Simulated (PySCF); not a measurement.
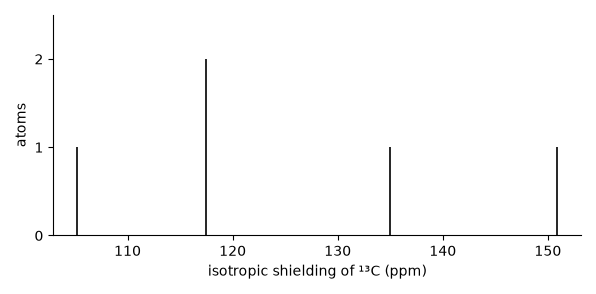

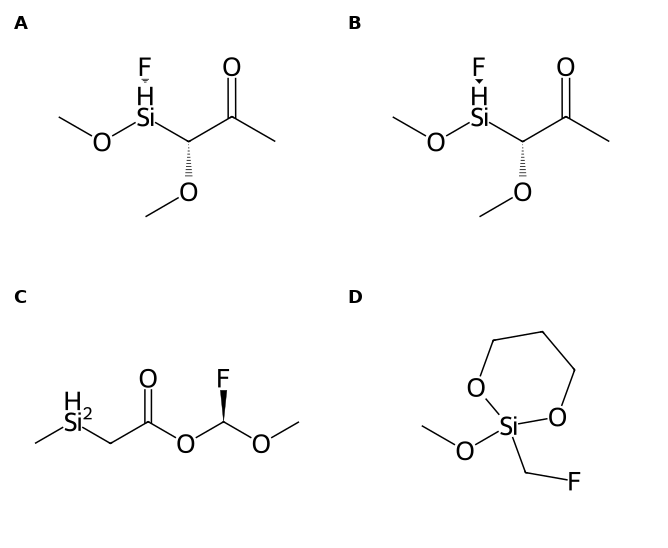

The sticks are computed shieldings of one of the molecules, for one fixed geometry (GFN2-xTB) without averaging over rotations. Low shielding means a high chemical shift. Method: GIAO PBE0/pcSseg-1 NMR shielding, non-relativistic, gas phase (PySCF 2.14.0).

Which molecule gives this pattern?

D, `CO[Si]1(CF)OCCCO1`. Its 5 C atoms give lines at 105.2, 117.5 (2 atoms), 135.0, 150.9 ppm.

The geometry is semi-empirical. Around Si such bond lengths and angles can be off by a tenth of an ångström or more and by several degrees, and values that hang on the shape move with them.
